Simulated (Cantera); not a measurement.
Charge: 1 mol Si, 0.88 mol HCl, a varied amount of H2, held at 700 K and 10.0 bar.

Equilibrium computed with Cantera from the NASA thermochemical tables; the gas is ideal and each condensed phase is pure. Candidate condensed phases: Si; 19 gas species. Kinetics and transport are ignored.

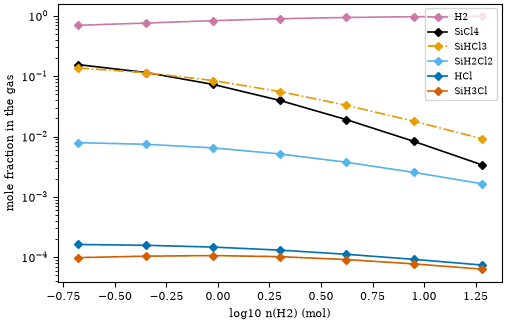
Fig. 1. Equilibrium gas composition (values under 1e-9 drawn at 1e-9)

From 0.21 mol H2 to 19 mol H2 the condensed part is Si(s). The main Si-bearing gas is SiCl4 at 0.21 mol H2 and SiHCl3 at 19 mol H2. The share of Si in condensed phases is highest at 0.21 mol H2 (74.8 %) and lowest at 19 mol H2 (71.8 %).
